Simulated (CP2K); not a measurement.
# GFN2-xTB run of CH4AlNS (SMILES [NH2][AlH][CH]=S)

What is the vertical ionisation energy of CH4AlNS at GFN2-xTB? 

The results are computed with CP2K 2026.2.

2 further runs of the same task are left out: 2 set aside as unsound or not needed.

**1. Starting point**

CH4AlNS: 8 atoms, total charge 0, spin state singlet. As SMILES, `[NH2][AlH][CH]=S`. Geometry: a GFN2-xTB relaxation, a rough one for these elements and not checked as a minimum. This is one conformer, not always the lowest.

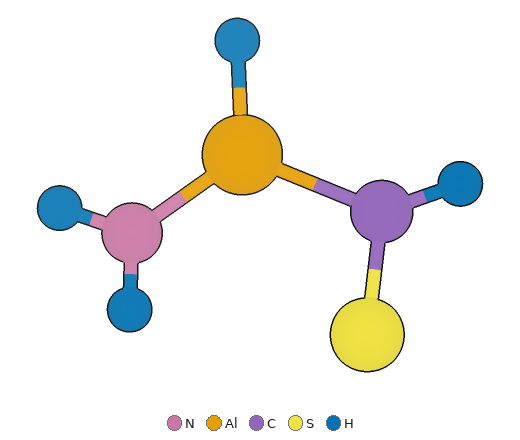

Viewed from a chosen angle; nitrogen pink, aluminium amber, carbon purple, sulfur yellow, hydrogen blue.

**2. Energy and forces at GFN2-xTB**

Contents of job.inp:

```
&GLOBAL
    PROJECT job
    RUN_TYPE ENERGY_FORCE
    PRINT_LEVEL MEDIUM
&END
&FORCE_EVAL
    METHOD Quickstep
    &DFT
        # Quickstep
        &QS
            METHOD XTB
            EPS_DEFAULT 1.0E-10
            &XTB
                GFN_TYPE TBLITE
                &TBLITE
                    METHOD GFN2
                &END
                CHECK_ATOMIC_CHARGES F
            &END
        &END
        # no periodic images
        &POISSON
            PERIODIC NONE
            POISSON_SOLVER ANALYTIC
        &END
        &SCF
            SCF_GUESS ATOMIC
            EPS_SCF 1.0E-06
            MAX_SCF 150
            ADDED_MOS 4
            &DIAGONALIZATION
                ALGORITHM STANDARD
            &END
            &MIXING
                METHOD DIRECT_P_MIXING
                ALPHA 0.4
            &END
            &SMEAR ON
                METHOD FERMI_DIRAC
                ELECTRONIC_TEMPERATURE [K] 300
            &END
        &END
        # extra output
        &PRINT
            &MOMENTS
                PERIODIC F
                REFERENCE COM
                MAX_MOMENT 1
            &END
            &MO ON
                ENERGIES T
                OCCUPATION_NUMBERS T
                NDIGITS 6
                &EACH
                    QS_SCF 0
                &END
                ADD_LAST NUMERIC
            &END
            &HIRSHFELD OFF
            &END
        &END
    &END
    # atoms, cell and kinds
    &SUBSYS
        # vacuum box
        &CELL
            ABC 19.7 20.3 18.6
            PERIODIC NONE
        &END
        &COORD
            N     -0.835360     1.219550     0.596550
            Al     0.609030     0.221200     0.357470
            C      0.573530    -1.415910    -0.788560
            S     -0.933990    -1.503310    -1.422760
            H     -0.878840     2.044530     1.182770
            H     -1.749930     1.080450     0.177760
            H      1.956910     0.562470     0.994760
            H      1.258660    -2.208990    -1.097990
        &END
        &TOPOLOGY
            &CENTER_COORDINATES
            &END
        &END
    &END
    &PRINT
        &FORCES ON
        &END
    &END
&END
```

Command:

```
OMP_NUM_THREADS=1 cp2k.psmp -i job.inp > job.out 2>&1
```

What it wrote:

```text
CP2K| version string:                                       CP2K version 2026.2
[...]
 GLOBAL| Method name                                                        CP2K
[...]
 GLOBAL| Run type                                                   ENERGY_FORCE
[...]
                             - Atoms:                                          8
[...]
                             - Spherical basis functions:                     30
[...]
 Number of electrons:                                                         22
[...]
  *** SCF run converged in    18 steps ***
[...]
  Fermi energy:                                                -0.33294451255484
[...]
 TB_DIPOLE| Moment [Debye]         -0.24491205       1.40133879       0.98755726
 TB_DIPOLE| Derivative [a.u.]       0.00000000       0.00000000       0.00000000
[...]
 ENERGY| Total FORCE_EVAL ( QS ) energy [hartree]            -11.379073012290107
 FORCES| Atomic forces [hartree/bohr]
 FORCES|   Atom     x               y               z               |f|
 FORCES|      1 -3.17759401E-04 -2.28545663E-04 -2.73121110E-04   4.77283246E-04
 FORCES|      2 -3.38495429E-06  1.02966162E-04 -6.47367026E-06   1.03224982E-04
 FORCES|      3 -1.05190890E-05  4.83715637E-05  6.92141975E-05   8.50944448E-05
 FORCES|      4 -3.12725428E-05 -1.29685247E-05  6.96201349E-06   3.45633360E-05
 FORCES|      5  6.20737274E-06 -2.71351087E-05 -6.62496639E-05   7.18600276E-05
 FORCES|      6  3.20630597E-04  1.72783288E-04  2.74939253E-04   4.56343770E-04
 FORCES|      7 -1.34257001E-05 -4.20331891E-05  4.40450606E-05   6.23458561E-05
 FORCES|      8  4.95237174E-05 -1.34385280E-05 -4.93160804E-05   7.11706991E-05
 FORCES| Sum     1.55854062E-17  1.99222149E-17 -3.45589442E-18
 FORCES| Total atomic force                                       2.55292527E-17
[...]
```

Wall time 0.24 s (1 thread of Arm Neoverse V2, shared host).

**3. The doublet cation at the same level**

Contents of mol.inp:

```
&GLOBAL
    PROJECT_NAME mol
    RUN_TYPE ENERGY_FORCE
    PRINT_LEVEL MEDIUM
&END GLOBAL

&FORCE_EVAL
    METHOD QUICKSTEP
    &DFT
        CHARGE 1
        MULTIPLICITY 2
        UKS T
        &QS
            METHOD XTB
            EPS_DEFAULT 1.0E-10
            &XTB
                GFN_TYPE TBLITE
                &TBLITE
                    METHOD GFN2
                &END TBLITE
                CHECK_ATOMIC_CHARGES F
            &END XTB
        &END QS
        &POISSON
            PERIODIC NONE
            POISSON_SOLVER ANALYTIC
        &END POISSON
        &SCF
            SCF_GUESS ATOMIC
            EPS_SCF 1.0E-06
            MAX_SCF 150
            ADDED_MOS 8
            &DIAGONALIZATION
                ALGORITHM STANDARD
            &END DIAGONALIZATION
            &MIXING
                METHOD DIRECT_P_MIXING
                ALPHA 0.4
            &END MIXING
            &SMEAR ON
                METHOD FERMI_DIRAC
                ELECTRONIC_TEMPERATURE [K] 300
            &END SMEAR
        &END SCF
        &PRINT
            &MOMENTS
                PERIODIC F
                REFERENCE COM
                MAX_MOMENT 1
            &END MOMENTS
            &MO ON
                ENERGIES T
                OCCUPATION_NUMBERS T
                NDIGITS 6
                &EACH
                    QS_SCF 0
                &END EACH
                ADD_LAST NUMERIC
            &END MO
            &HIRSHFELD OFF
            &END HIRSHFELD
        &END PRINT
    &END DFT
    ! atoms, cell and kinds
    &SUBSYS
        &CELL
            ABC 19.7 20.3 18.6
            PERIODIC NONE
        &END CELL
        &COORD
            N     -0.835360     1.219550     0.596550
            Al     0.609030     0.221200     0.357470
            C      0.573530    -1.415910    -0.788560
            S     -0.933990    -1.503310    -1.422760
            H     -0.878840     2.044530     1.182770
            H     -1.749930     1.080450     0.177760
            H      1.956910     0.562470     0.994760
            H      1.258660    -2.208990    -1.097990
        &END COORD
        &TOPOLOGY
            &CENTER_COORDINATES
            &END CENTER_COORDINATES
        &END TOPOLOGY
    &END SUBSYS
    ! extra output
    &PRINT
        &FORCES ON
        &END FORCES
    &END PRINT
&END FORCE_EVAL
```

Command:

```
OMP_NUM_THREADS=1 cp2k.psmp -i mol.inp > mol.out 2>&1
```

What it wrote:

```text
CP2K| version string:                                       CP2K version 2026.2
[...]
 GLOBAL| Method name                                                        CP2K
[...]
 GLOBAL| Run type                                                   ENERGY_FORCE
[...]
                             - Atoms:                                          8
[...]
                             - Spherical basis functions:                     30
[...]
 Number of electrons:                                                         11
[...]
  *** SCF run converged in    35 steps ***
[...]
  Fermi energy:                                                -0.57445168815239
[...]
 TB_DIPOLE| Moment [Debye]         -0.30004622      -0.37176442      -0.35377568
 TB_DIPOLE| Derivative [a.u.]       0.00000000       0.00000000       0.00000000
[...]
 ENERGY| Total FORCE_EVAL ( QS ) energy [hartree]            -10.915264122676463
 FORCES| Atomic forces [hartree/bohr]
 FORCES|   Atom     x               y               z               |f|
 FORCES|      1  2.53238839E-03 -8.72523586E-03 -5.39821665E-03   1.05680403E-02
 FORCES|      2  4.51696602E-03  2.05781940E-02  1.59587423E-02   2.64300304E-02
 FORCES|      3 -3.22422498E-02 -1.60551978E-02 -2.37407808E-02   4.31388076E-02
 FORCES|      4  2.63255060E-02  2.16343582E-03  1.16477597E-02   2.88683741E-02
 FORCES|      5 -7.03688621E-05  1.77903870E-03  1.19394695E-03   2.14369769E-03
 FORCES|      6 -3.93890371E-03  3.07623385E-03  9.47036475E-04   5.08675291E-03
 FORCES|      7 -1.84695897E-03 -5.45610019E-03 -4.25804939E-03   7.16318863E-03
 FORCES|      8  4.72362093E-03  2.63963148E-03  3.64956146E-03   6.52683292E-03
 FORCES| Sum    -8.76035355E-17  1.25767452E-16  1.08853898E-16
 FORCES| Total atomic force                                       1.87992028E-16
[...]
```

Run time: 0.3 s. Hardware: 1 thread of Arm Neoverse V2, shared host.

**4. Summary of results**

At GFN2-xTB:

```
                                                  quantity         value
                             singlet CH4AlNS: total energy  -11.37907 Eh
singlet CH4AlNS: dipole moment (from atomic charges alone)        1.73 D
                              singlet CH4AlNS: HOMO energy      -9.49 eV
                              singlet CH4AlNS: LUMO energy      -8.63 eV
                            singlet CH4AlNS: HOMO–LUMO gap       0.86 eV
                 singlet CH4AlNS: largest force on an atom    0.025 eV/Å
                              doublet cation: total energy  -10.91526 Eh
        doublet cation: HOMO energy (highest over α and β)     -15.72 eV
         doublet cation: LUMO energy (lowest over α and β)     -15.56 eV
                  doublet cation: largest force on an atom    2.218 eV/Å
        vertical ionisation energy (to the doublet cation)     12.621 eV
```

In words: The vertical ionisation energy comes to 12.62 eV (291 kcal/mol). xTB total energies overstate such differences by several eV unless an empirical shift is taken off; none is applied here. The dipole (singlet CH4AlNS) comes from point charges on the atoms alone, without atomic dipoles, so it is partial.
